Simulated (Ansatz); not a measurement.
# H9N2PSi: search for a transition state, part 2 of 2

Ansatz 0.2.0, Gaussian basis; PBE0-D4.

### Step 7. Relaxing after a step of 0.30 Å one way along the mode

downa/in.yaml

```yaml
crystal:
  periodic: [false, false, false]
  atoms:
    - {symbol: Si, position_ang: [-0.220677, 0.537391, 0.397180]}
    - {symbol: N, position_ang: [0.731930, -1.095561, 0.079606]}
    - {symbol: H, position_ang: [-1.650143, 0.175551, 0.469730]}
    - {symbol: H, position_ang: [0.654830, 1.638052, -0.081729]}
    - {symbol: N, position_ang: [0.106957, 0.689062, 2.109184]}
    - {symbol: H, position_ang: [0.610512, -1.261853, -0.924763]}
    - {symbol: P, position_ang: [-0.531506, -0.024554, -2.249162]}
    - {symbol: H, position_ang: [0.349542, -1.873398, 0.614537]}
    - {symbol: H, position_ang: [1.723996, -1.021089, 0.297931]}
    - {symbol: H, position_ang: [0.823968, 1.293235, 2.486417]}
    - {symbol: H, position_ang: [-0.513370, 0.368900, 2.833360]}
    - {symbol: H, position_ang: [-0.202576, 0.860295, -3.324624]}
    - {symbol: H, position_ang: [-1.883363, -0.285933, -2.707667]}
basis:
  gaussian: {orbitals: def2-TZVP}
hamiltonian: {xc: pbe0, dispersion: d4}
relax: {f_tol: 0.005, max_steps: 200}
```

The run is started by

```bash
$ ansatz run in.yaml --threads 8 --pin off --events-out ev --progress --plain --max-ram 19148MiB
```

The program printed, cut to the lines that bear on the results:

```text
Functional definition: PBE0
  name "PBE0"
  cite "Adamo & Barone, J. Chem. Phys. 110, 6158 (1999) doi:10.1063/1.478522"
  cite "Perdew, Burke & Ernzerhof, Phys. Rev. Lett. 77, 3865 (1996) doi:10.1103/PhysRevLett.77.3865"
  parent pbe
[...]
1256 factors; their error is unknown
[...]
mean field -20284.00768146 eV, -745.4235332996 hartree, gradient 1.5e-5 eV, S^2 0.000000; 0 other end points of the search recorded, 0 dependent functions left out
[...]
reference -20284.00771711 eV, -745.4235346094 hartree; 26, 26 occupied and 164, 164 virtual orbitals, 1256 factors
relax step   1: F+E_penalty+E_count = -20284.24120436 eV  Δ(F+E_penalty+E_count) = +0.000e0 eV  max|allowed force component| = 8.531e-1 eV/Å  Δτ_max = 0.0000 Å  (29 SCF iters, accepted)
[...]
Atom 3 at     1.312997     0.607748     0.706111 Å, force     0.000639     0.000270    -0.000485 eV/Å
Atom 4 at    -0.817310     1.849349     1.417743 Å, force    -0.001542     0.002945     0.001385 eV/Å
Atom 5 at     1.104924    -2.158911    -1.311387 Å, force    -0.000178    -0.000091    -0.000016 eV/Å
Atom 6 at    -0.641073     0.322753    -1.633164 Å, force    -0.000293     0.000074     0.000291 eV/Å
Atom 7 at     0.945117    -3.012052     0.072431 Å, force     0.000269     0.000028     0.000184 eV/Å
Atom 8 at     2.313378    -2.169144    -0.211137 Å, force     0.000085     0.000012    -0.000135 eV/Å
Atom 9 at    -0.455376     2.768289     1.214782 Å, force    -0.000362     0.000103    -0.000035 eV/Å
Atom 10 at    -1.812935     1.894779     1.570367 Å, force    -0.000335     0.000064     0.000297 eV/Å
Atom 11 at    -0.346295     1.689832    -1.892434 Å, force     0.000473     0.000538    -0.000297 eV/Å
Atom 12 at    -2.026682     0.582653    -1.444517 Å, force    -0.000352     0.000136    -0.000110 eV/Å
Dipole moment:     0.043515    -0.075617    -0.018559 e Å
```

Run time: 47 s. Hardware: 8 threads of Arm Neoverse V2, shared host.

Along the way:

| step | energy from step 1 (eV) | largest force component (eV/Å) |
| --- | --- | --- |
| 1 | 0.0000 | 0.8531 |
| 2 | -0.1122 | 0.3492 |
| 3 | -0.2087 | 0.7531 |
| 4 | -0.2723 | 1.0764 |
| 5 | -0.3284 | 0.8953 |
| 6 | -0.4024 | 0.3291 |
| 7 | -0.4831 | 0.5781 |
| 8 | -0.5920 | 0.7866 |
| 9 | -0.7186 | 0.4225 |
| 10 | -0.7742 | 0.4394 |
| 11 | -0.7776 | 0.5180 |
| 12 | -0.8125 | 0.2590 |
| 13 | -0.8156 | 0.5845 |
| 14 | -0.8390 | 0.2198 |
| 15 | -0.8868 | 0.3866 |
| 16 | -0.9928 | 0.4770 |
| 17 | -1.1102 | 0.6337 |
| 18 | -1.2266 | 0.9904 |
| 19 | -1.2771 | 0.6035 |
| 20 | -1.2965 | 0.4580 |
| 21 | -1.3099 | 0.2709 |
| 22 | -1.3124 | 0.2663 |
| 23 | -1.3134 | 0.1294 |
| 24 | -1.3152 | 0.0168 |
| 25 | -1.3154 | 0.0056 |
| 26 | -1.3155 | 0.0280 |
| 27 | -1.3155 | 0.0089 |
| 28 | -1.3155 | 0.0036 |

Close pairs (by a distance rule), those that changed most:

| bond | before (Å) | after (Å) | change (Å) |
| --- | --- | --- | --- |
| Si1–N2 | 1.917 | 3.149 | +1.232 |
| Si1–P7 | 2.723 | 2.274 | -0.449 |
| P7–H13 | 1.451 | 1.422 | -0.029 |
| Si1–N5 | 1.750 | 1.729 | -0.021 |
| N2–H6 | 1.025 | 1.013 | -0.012 |
| P7–H12 | 1.431 | 1.422 | -0.009 |
| N2–H9 | 1.019 | 1.012 | -0.006 |
| N2–H8 | 1.019 | 1.012 | -0.006 |

### Step 8. Relaxing after a step of 0.30 Å the other way along the mode

downb/in.yaml

```yaml
crystal:
  periodic: [false, false, false]
  atoms:
    - {symbol: Si, position_ang: [-0.111828, 0.518627, 0.729243]}
    - {symbol: N, position_ang: [0.690551, -1.000596, 0.023584]}
    - {symbol: H, position_ang: [-1.544265, 0.204866, 0.515767]}
    - {symbol: H, position_ang: [0.599953, 1.582750, 0.001019]}
    - {symbol: N, position_ang: [0.126653, 0.727765, 2.387280]}
    - {symbol: H, position_ang: [0.223497, -0.919877, -1.113477]}
    - {symbol: P, position_ang: [-0.746595, 0.160640, -2.310959]}
    - {symbol: H, position_ang: [0.429329, -1.858586, 0.508965]}
    - {symbol: H, position_ang: [1.718907, -0.956409, -0.003940]}
    - {symbol: H, position_ang: [0.895637, 1.245074, 2.772005]}
    - {symbol: H, position_ang: [-0.548532, 0.428057, 3.071702]}
    - {symbol: H, position_ang: [0.068156, 0.386536, -3.574136]}
    - {symbol: H, position_ang: [-1.801362, -0.518749, -3.007052]}
basis:
  gaussian: {orbitals: def2-TZVP}
hamiltonian: {xc: pbe0, dispersion: d4}
relax: {f_tol: 0.005, max_steps: 200}
```

The run is started by

```bash
$ ansatz run in.yaml --threads 8 --pin off --events-out ev --progress --plain --max-ram 19148MiB
```

The program printed:

```text
[... 5 set-up lines as earlier in the session ...]
  parameter a = 0.25
  parameter kappa = 0.804
  parameter beta = 0.06672455060314922
  exchange = (1 - a)*pbe_x(kappa = kappa, mu = beta*pi^2/3) + a*exact_x
  correlation = pbe_c(beta = beta)
1256 factors; their error is unknown
mean field evaluation 1: about -20274.1823 eV, gradient 7.3e1 eV
mean field evaluation 2: about -20265.9037 eV, gradient 9.2e1 eV
mean field evaluation 4: about -20283.8651 eV, gradient 3.8e0 eV
mean field evaluation 8: about -20283.9505 eV, gradient 5.0e-2 eV
mean field evaluation 16: about -20283.9505 eV, gradient 2.6e-5 eV
mean field -20283.95051058 eV, -745.4214323082 hartree, gradient 2.6e-5 eV, S^2 0.000000; 0 other end points of the search recorded, 0 dependent functions left out
the calculation of the forces begins
reference -20283.95054612 eV, -745.4214336145 hartree; 26, 26 occupied and 164, 164 virtual orbitals, 1256 factors
relax step   1: F+E_penalty+E_count = -20284.17499311 eV  Δ(F+E_penalty+E_count) = +0.000e0 eV  max|allowed force component| = 1.632e0 eV/Å  Δτ_max = 0.0000 Å  (27 SCF iters, accepted)
these checks for a lower state are left out or cut short: starts, cluster_reference, orbital_swaps, neighbouring_geometries, increment
1256 factors; their error is unknown
mean field -20284.15114433 eV, -745.4288054626 hartree, gradient 1.7e-5 eV, S^2 0.000000; 0 other end points of the search recorded, 0 dependent functions left out
the calculation of the forces begins
reference -20284.15117999 eV, -745.4288067731 hartree; 26, 26 occupied and 164, 164 virtual orbitals, 1256 factors
relax step   2: F+E_penalty+E_count = -20284.37282884 eV  Δ(F+E_penalty+E_count) = -1.978e-1 eV  max|allowed force component| = 1.003e0 eV/Å  Δτ_max = 0.1917 Å  (29 SCF iters, accepted)
these checks for a lower state are left out or cut short: starts, cluster_reference, orbital_swaps, neighbouring_geometries, increment
1256 factors; their error is unknown
mean field -20284.35443216 eV, -745.4362761525 hartree, gradient 2.2e-5 eV, S^2 0.000000; 0 other end points of the search recorded, 0 dependent functions left out
the calculation of the forces begins
reference -20284.35446793 eV, -745.4362774670 hartree; 26, 26 occupied and 164, 164 virtual orbitals, 1256 factors
relax step   3: F+E_penalty+E_count = -20284.57595355 eV  Δ(F+E_penalty+E_count) = -2.031e-1 eV  max|allowed force component| = 1.487e0 eV/Å  Δτ_max = 0.1947 Å  (29 SCF iters, accepted)
[... from here on, the SCF cycles and remarks between the steps are left out ...]
relax step   4: F+E_penalty+E_count = -20284.94365818 eV  Δ(F+E_penalty+E_count) = -3.677e-1 eV  max|allowed force component| = 1.599e0 eV/Å  Δτ_max = 0.1940 Å  (30 SCF iters, accepted)
relax step   5: F+E_penalty+E_count = -20285.30098253 eV  Δ(F+E_penalty+E_count) = -3.573e-1 eV  max|allowed force component| = 1.601e0 eV/Å  Δτ_max = 0.1947 Å  (29 SCF iters, accepted)
relax step   6: F+E_penalty+E_count = -20285.56009181 eV  Δ(F+E_penalty+E_count) = -2.591e-1 eV  max|allowed force component| = 1.074e0 eV/Å  Δτ_max = 0.1947 Å  (30 SCF iters, accepted)
relax step   7: F+E_penalty+E_count = -20285.73377121 eV  Δ(F+E_penalty+E_count) = -1.737e-1 eV  max|allowed force component| = 3.295e-1 eV/Å  Δτ_max = 0.2000 Å  (28 SCF iters, accepted)
relax step   8: F+E_penalty+E_count = -20285.78280095 eV  Δ(F+E_penalty+E_count) = -4.903e-2 eV  max|allowed force component| = 3.157e-1 eV/Å  Δτ_max = 0.2000 Å  (29 SCF iters, accepted)
relax step   9: F+E_penalty+E_count = -20285.69552326 eV  Δ(F+E_penalty+E_count) = +8.728e-2 eV  max|allowed force component| = 1.688e0 eV/Å  Δτ_max = 0.1433 Å  (29 SCF iters, rejected (line search))
relax step  10: F+E_penalty+E_count = -20285.79420039 eV  Δ(F+E_penalty+E_count) = -1.140e-2 eV  max|allowed force component| = 5.101e-2 eV/Å  Δτ_max = 0.0717 Å  (30 SCF iters, accepted)
relax step  11: F+E_penalty+E_count = -20285.79488357 eV  Δ(F+E_penalty+E_count) = -6.832e-4 eV  max|allowed force component| = 3.378e-2 eV/Å  Δτ_max = 0.0276 Å  (31 SCF iters, accepted)
relax step  12: F+E_penalty+E_count = -20285.79509587 eV  Δ(F+E_penalty+E_count) = -2.123e-4 eV  max|allowed force component| = 9.409e-3 eV/Å  Δτ_max = 0.0193 Å  (31 SCF iters, accepted)
relax step  13: F+E_penalty+E_count = -20285.79519138 eV  Δ(F+E_penalty+E_count) = -9.551e-5 eV  max|allowed force component| = 9.810e-3 eV/Å  Δτ_max = 0.0164 Å  (31 SCF iters, accepted)
relax step  14: F+E_penalty+E_count = -20285.79530504 eV  Δ(F+E_penalty+E_count) = -1.137e-4 eV  max|allowed force component| = 1.738e-2 eV/Å  Δτ_max = 0.0265 Å  (30 SCF iters, accepted)
relax step  15: F+E_penalty+E_count = -20285.79544850 eV  Δ(F+E_penalty+E_count) = -1.435e-4 eV  max|allowed force component| = 3.729e-2 eV/Å  Δτ_max = 0.0537 Å  (30 SCF iters, accepted)
relax step  16: F+E_penalty+E_count = -20285.79556172 eV  Δ(F+E_penalty+E_count) = -1.132e-4 eV  max|allowed force component| = 3.753e-2 eV/Å  Δτ_max = 0.0182 Å  (31 SCF iters, accepted)
relax step  17: F+E_penalty+E_count = -20285.79577113 eV  Δ(F+E_penalty+E_count) = -2.094e-4 eV  max|allowed force component| = 4.021e-2 eV/Å  Δτ_max = 0.0517 Å  (29 SCF iters, accepted)
relax step  18: F+E_penalty+E_count = -20285.79588627 eV  Δ(F+E_penalty+E_count) = -1.151e-4 eV  max|allowed force component| = 4.013e-2 eV/Å  Δτ_max = 0.0362 Å  (30 SCF iters, accepted)
relax step  19: F+E_penalty+E_count = -20285.79598042 eV  Δ(F+E_penalty+E_count) = -9.416e-5 eV  max|allowed force component| = 3.644e-2 eV/Å  Δτ_max = 0.0434 Å  (30 SCF iters, accepted)
relax step  20: F+E_penalty+E_count = -20285.79604127 eV  Δ(F+E_penalty+E_count) = -6.084e-5 eV  max|allowed force component| = 3.331e-2 eV/Å  Δτ_max = 0.0210 Å  (31 SCF iters, accepted)
relax step  21: F+E_penalty+E_count = -20285.79612397 eV  Δ(F+E_penalty+E_count) = -8.270e-5 eV  max|allowed force component| = 2.640e-2 eV/Å  Δτ_max = 0.0274 Å  (31 SCF iters, accepted)
relax step  22: F+E_penalty+E_count = -20285.79622412 eV  Δ(F+E_penalty+E_count) = -1.002e-4 eV  max|allowed force component| = 4.019e-2 eV/Å  Δτ_max = 0.0648 Å  (30 SCF iters, accepted)
relax step  23: F+E_penalty+E_count = -20285.79630701 eV  Δ(F+E_penalty+E_count) = -8.288e-5 eV  max|allowed force component| = 3.905e-2 eV/Å  Δτ_max = 0.0116 Å  (31 SCF iters, accepted)
relax step  24: F+E_penalty+E_count = -20285.79651188 eV  Δ(F+E_penalty+E_count) = -2.049e-4 eV  max|allowed force component| = 3.735e-2 eV/Å  Δτ_max = 0.0465 Å  (30 SCF iters, accepted)
relax step  25: F+E_penalty+E_count = -20285.79659215 eV  Δ(F+E_penalty+E_count) = -8.027e-5 eV  max|allowed force component| = 8.073e-2 eV/Å  Δτ_max = 0.0768 Å  (30 SCF iters, accepted)
relax step  26: F+E_penalty+E_count = -20285.79679583 eV  Δ(F+E_penalty+E_count) = -2.037e-4 eV  max|allowed force component| = 4.817e-2 eV/Å  Δτ_max = 0.0085 Å  (23 SCF iters, accepted)
relax step  27: F+E_penalty+E_count = -20285.79701169 eV  Δ(F+E_penalty+E_count) = -2.159e-4 eV  max|allowed force component| = 1.655e-2 eV/Å  Δτ_max = 0.0258 Å  (30 SCF iters, accepted)
relax step  28: F+E_penalty+E_count = -20285.79727112 eV  Δ(F+E_penalty+E_count) = -2.594e-4 eV  max|allowed force component| = 6.878e-2 eV/Å  Δτ_max = 0.0945 Å  (30 SCF iters, accepted)
relax step  29: F+E_penalty+E_count = -20285.79752508 eV  Δ(F+E_penalty+E_count) = -2.540e-4 eV  max|allowed force component| = 4.031e-2 eV/Å  Δτ_max = 0.0274 Å  (31 SCF iters, accepted)
relax step  30: F+E_penalty+E_count = -20285.79793536 eV  Δ(F+E_penalty+E_count) = -4.103e-4 eV  max|allowed force component| = 1.666e-2 eV/Å  Δτ_max = 0.0553 Å  (30 SCF iters, accepted)
relax step  31: F+E_penalty+E_count = -20285.79600682 eV  Δ(F+E_penalty+E_count) = +1.929e-3 eV  max|allowed force component| = 2.310e-1 eV/Å  Δτ_max = 0.1866 Å  (28 SCF iters, rejected (line search))
relax step  32: F+E_penalty+E_count = -20285.79015678 eV  Δ(F+E_penalty+E_count) = +7.779e-3 eV  max|allowed force component| = 3.787e-1 eV/Å  Δτ_max = 0.0210 Å  (31 SCF iters, rejected (line search))
relax step  33: F+E_penalty+E_count = -20285.79802626 eV  Δ(F+E_penalty+E_count) = -9.089e-5 eV  max|allowed force component| = 4.276e-3 eV/Å  Δτ_max = 0.0103 Å  (32 SCF iters, accepted)
relax step  34: F+E_penalty+E_count = -20285.79840160 eV  Δ(F+E_penalty+E_count) = -3.753e-4 eV  max|allowed force component| = 6.084e-2 eV/Å  Δτ_max = 0.0970 Å  (30 SCF iters, accepted)
relax step  35: F+E_penalty+E_count = -20285.79850789 eV  Δ(F+E_penalty+E_count) = -1.063e-4 eV  max|allowed force component| = 6.292e-2 eV/Å  Δτ_max = 0.0623 Å  (30 SCF iters, accepted)
relax step  36: F+E_penalty+E_count = -20285.79878116 eV  Δ(F+E_penalty+E_count) = -2.733e-4 eV  max|allowed force component| = 4.990e-2 eV/Å  Δτ_max = 0.0127 Å  (31 SCF iters, accepted)
relax step  37: F+E_penalty+E_count = -20285.79897368 eV  Δ(F+E_penalty+E_count) = -1.925e-4 eV  max|allowed force component| = 1.067e-2 eV/Å  Δτ_max = 0.0279 Å  (30 SCF iters, accepted)
relax step  38: F+E_penalty+E_count = -20285.79916620 eV  Δ(F+E_penalty+E_count) = -1.925e-4 eV  max|allowed force component| = 2.000e-2 eV/Å  Δτ_max = 0.0628 Å  (29 SCF iters, accepted)
relax step  39: F+E_penalty+E_count = -20285.79911384 eV  Δ(F+E_penalty+E_count) = +5.235e-5 eV  max|allowed force component| = 5.238e-2 eV/Å  Δτ_max = 0.0747 Å  (30 SCF iters, rejected (line search))
relax step  40: F+E_penalty+E_count = -20285.79925238 eV  Δ(F+E_penalty+E_count) = -8.619e-5 eV  max|allowed force component| = 1.462e-2 eV/Å  Δτ_max = 0.0365 Å  (29 SCF iters, accepted)
relax step  41: F+E_penalty+E_count = -20285.79928230 eV  Δ(F+E_penalty+E_count) = -2.992e-5 eV  max|allowed force component| = 1.209e-2 eV/Å  Δτ_max = 0.0259 Å  (31 SCF iters, accepted)
relax step  42: F+E_penalty+E_count = -20285.79929972 eV  Δ(F+E_penalty+E_count) = -1.742e-5 eV  max|allowed force component| = 1.011e-2 eV/Å  Δτ_max = 0.0092 Å  (32 SCF iters, accepted)
relax step  43: F+E_penalty+E_count = -20285.79931475 eV  Δ(F+E_penalty+E_count) = -1.503e-5 eV  max|allowed force component| = 2.937e-3 eV/Å  Δτ_max = 0.0128 Å  (31 SCF iters, accepted)
these checks for a lower state are left out or cut short: starts, cluster_reference, orbital_swaps, neighbouring_geometries, increment
1256 factors; their error is unknown
mean field -20285.60682803 eV, -745.4823008518 hartree, gradient 1.7e-5 eV, S^2 0.000000; 0 other end points of the search recorded, 0 dependent functions left out
the calculation of the forces begins
reference -20285.60686571 eV, -745.4823022366 hartree; 26, 26 occupied and 164, 164 virtual orbitals, 1256 factors
relax step  44: F+E_penalty+E_count = -20285.79931811 eV  Δ(F+E_penalty+E_count) = -3.358e-6 eV  max|allowed force component| = 4.185e-3 eV/Å  Δτ_max = 0.0053 Å  (23 SCF iters, accepted)
1256 factors; their error is unknown
mean field evaluation 320: about -20285.4267 eV, gradient 7.4e0 eV
mean field -20285.60682803 eV, -745.4823008518 hartree, gradient 2.2e-5 eV, S^2 0.000000; 1 other end points of the search recorded, 0 dependent functions left out
the calculation of the forces begins
reference -20285.60686571 eV, -745.4823022366 hartree; 26, 26 occupied and 164, 164 virtual orbitals, 1256 factors
Total energy: -20285.79935579 eV, -745.4893761167 hartree
Atom 0 at     0.128510     0.458446     0.942595 Å, force     0.000636    -0.000660     0.000850 eV/Å
Atom 1 at     0.988179    -0.936300     0.415759 Å, force    -0.000611    -0.000674    -0.000008 eV/Å
Atom 2 at    -1.238857     0.306723     0.384247 Å, force    -0.000259     0.000158     0.000194 eV/Å
Atom 3 at     0.885780     1.607838     0.389713 Å, force     0.000375     0.000038    -0.000286 eV/Å
Atom 4 at    -0.097966     0.804344     2.608198 Å, force     0.000879     0.000143    -0.000718 eV/Å
Atom 5 at     0.128202    -0.381521    -2.234667 Å, force     0.000064     0.000088     0.001043 eV/Å
Atom 6 at    -0.809993     0.356627    -3.002211 Å, force     0.002285     0.004185     0.001628 eV/Å
Atom 7 at     0.587655    -1.856014     0.508565 Å, force    -0.000264    -0.000048     0.000098 eV/Å
Atom 8 at     1.992983    -0.974268     0.476305 Å, force    -0.000027     0.001526    -0.000082 eV/Å
Atom 9 at     0.650588     1.161734     3.178574 Å, force    -0.000044    -0.000314     0.000211 eV/Å
Atom 10 at    -0.775197     0.306298     3.161873 Å, force    -0.000680    -0.000091    -0.000246 eV/Å
Atom 11 at    -0.545945    -0.370389    -4.193693 Å, force    -0.001101    -0.001974    -0.001958 eV/Å
Atom 12 at    -1.893839    -0.483419    -2.635256 Å, force    -0.001253    -0.002378    -0.000727 eV/Å
Dipole moment:     0.212823    -0.421791     0.402884 e Å
```

Run time: 70 s. Hardware: 8 threads of Arm Neoverse V2, shared host.

Relaxation path: (not every step is listed) (the energy doesn't fall at every step)

| step | energy from step 1 (eV) | largest force component (eV/Å) |
| --- | --- | --- |
| 1 | 0.0000 | 1.6322 |
| 2 | -0.1978 | 1.0030 |
| 3 | -0.4010 | 1.4872 |
| 4 | -0.7687 | 1.5994 |
| 5 | -1.1260 | 1.6014 |
| 6 | -1.3851 | 1.0739 |
| 7 | -1.5588 | 0.3295 |
| 8 | -1.6078 | 0.3157 |
| 9 | -1.5205 | 1.6884 |
| 12 | -1.6201 | 0.0094 |
| 15 | -1.6205 | 0.0373 |
| 18 | -1.6209 | 0.0401 |
| 21 | -1.6211 | 0.0264 |
| 24 | -1.6215 | 0.0374 |
| 27 | -1.6220 | 0.0165 |
| 30 | -1.6229 | 0.0167 |
| 33 | -1.6230 | 0.0043 |
| 36 | -1.6238 | 0.0499 |
| 39 | -1.6241 | 0.0524 |
| 40 | -1.6243 | 0.0146 |
| 41 | -1.6243 | 0.0121 |
| 42 | -1.6243 | 0.0101 |
| 43 | -1.6243 | 0.0029 |
| 44 | -1.6243 | 0.0042 |

Distances of close pairs at the start and the end, largest changes first:

| bond | before (Å) | after (Å) | change (Å) |
| --- | --- | --- | --- |
| N2–H6 | 1.232 | 2.841 | +1.609 |
| H6–P7 | 1.882 | 1.419 | -0.463 |
| Si1–N2 | 1.857 | 1.721 | -0.136 |
| P7–H12 | 1.520 | 1.421 | -0.099 |
| Si1–N5 | 1.688 | 1.716 | +0.028 |
| N2–H9 | 1.030 | 1.007 | -0.022 |
| P7–H13 | 1.435 | 1.420 | -0.015 |
| N2–H8 | 1.020 | 1.007 | -0.012 |

### Step 9. The three structures

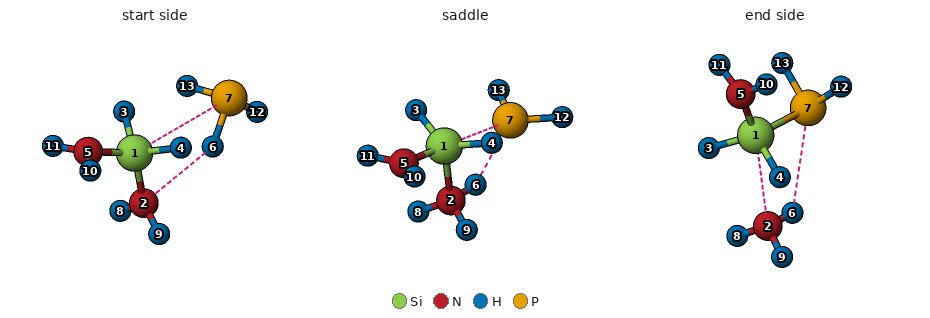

The minimum on the start side, the saddle and the minimum on the end side; broken lines mark the pairs that change.

| pair | start side (Å) | saddle (Å) | end side (Å) |
| --- | --- | --- | --- |
| Si1–P7 | 4.056 | 2.919 | 2.274 |
| N2–H6 | 2.841 | 1.111 | 1.013 |
| Si1–N2 | 1.721 | 1.875 | 3.149 |
| H6–P7 | 1.419 | 2.012 | 3.051 |

### Step 10. What came out

What follows sums up all 2 parts.

| quantity | value |
| --- | --- |
| imaginary mode | 301i cm⁻¹ |
| barrier from the start side | 37.4 kcal/mol |
| barrier from the end side | 31.8 kcal/mol |
| energy of the step | +5.6 kcal/mol |
| pairs that change | Si1–P7 formed, N2–H6 formed, Si1–N2 broken, H6–P7 broken |
| zero-point energy at the saddle | 2.609 eV |

One imaginary mode, 301i cm⁻¹, makes this a first-order saddle. It joins the planned start and end. At PBE0-D4/def2-TZVP the electronic barrier is 37.4 kcal/mol, about 63 kT at 298 K, and the step runs 5.6 kcal/mol uphill. A step off the saddle overshot and began above it in energy, so the link to its end is likely but not proven. Lower complexes than these ends may exist.
